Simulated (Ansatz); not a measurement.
# Converging the k-point mesh at a smearing width of 0.02 eV: SrAg5 (P6mm, 6 atoms in the cell)

```yaml
crystal:
  lattice:
    - [5.72758, 0.00000, 0.00000]
    - [-2.86379, 4.96023, 0.00000]
    - [0.00000, 0.00000, 4.61871]
  atoms:
    - { symbol: Sr, position: [0.00000, 0.00000, 0.01083] }
    - { symbol: Ag, position: [0.66667, 0.33333, 0.00000] }
    - { symbol: Ag, position: [0.33333, 0.66667, 0.00000] }
    - { symbol: Ag, position: [0.50000, 0.00000, 0.50000] }
    - { symbol: Ag, position: [0.50000, 0.50000, 0.50000] }
    - { symbol: Ag, position: [0.00000, 0.50000, 0.50000] }
```

Method of the run: PBEsol, default PAW files made with PBE (plane waves; Ansatz, a program for electronic structure).

Base settings: basis.ecutwfc = 420 eV; kpoints.mp_grid.grid = 7 7 7; hamiltonian.xc = pbesol; hamiltonian.pseudopotentials = {kind: paw} (the program's default PAW files); scf.occupations.method = gaussian; scf.occupations.width = 0.1 eV.

In this ladder: scf.occupations.width = 0.02 eV.

Only quantities that move along the ladder and can be compared are tabulated.

The count of work is k-points × plane waves × bands × iterations; it is no time. Core times come from one kind of shared machine, to one figure; runs under 30 s give none.

The starting cell comes from a database of computed structures (which also holds hypothetical and non-ambient phases and stackings), without a prior relaxation at this level. Its lattice was rescaled by up to half a per cent. One atom was moved a little off its site on purpose. In the base run, with a pressure of about -3 GPa the cell is away from its equilibrium volume at this level. Ansatz's pressure includes its estimate of the finite-basis (Pulay) stress.

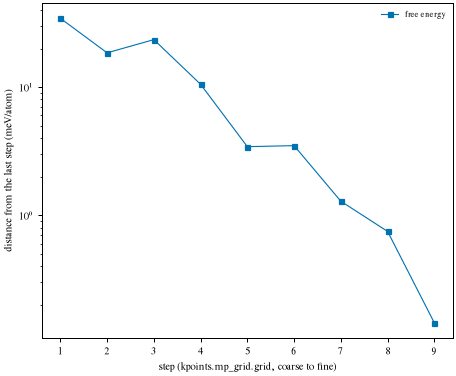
*Distance from the last step along the ladder; very small values are drawn at a floor.*

```tsv
kpoints.mp_grid.grid	free energy less the last step's (meV/atom)	pressure (GPa)	count of work / last	core time / last (rough)
3 3 3	34.42	-2.89	0.025	–
4 4 4	18.51	-3.06	0.070	–
4 4 5	23.46	-2.91	0.057	–
5 5 6	10.51	-3.21	0.074	–
6 6 7	3.43	-3.18	0.10	–
7 7 8	3.49	-3.19	0.17	–
9 9 10	1.29	-3.23	0.30	0.5
11 11 12	0.75	-3.21	0.41	0.6
13 13 14	0.14	-3.25	0.62	0.9
16 16 17	0.00	-3.24	1.0	1
```

Coarsest kpoints.mp_grid.grid that holds the free energy within 5 meV/atom of the last step, with all finer ones: 6 6 7, at 0.10 of the last step's count of work; the step before is off by 11 meV/atom.

Coarsest kpoints.mp_grid.grid that holds the pressure within 0.2 GPa of the last step, with all finer ones: 5 5 6, at 0.074 of the last step's count of work; the step before is off by 0.33 GPa.

Two neighbours can agree and both be off: 6 6 7 and 7 7 8 differ by 0.06 meV/atom in the free energy, yet lie about 3.5 meV/atom from the last step.

Keys are those of Ansatz 0.2.
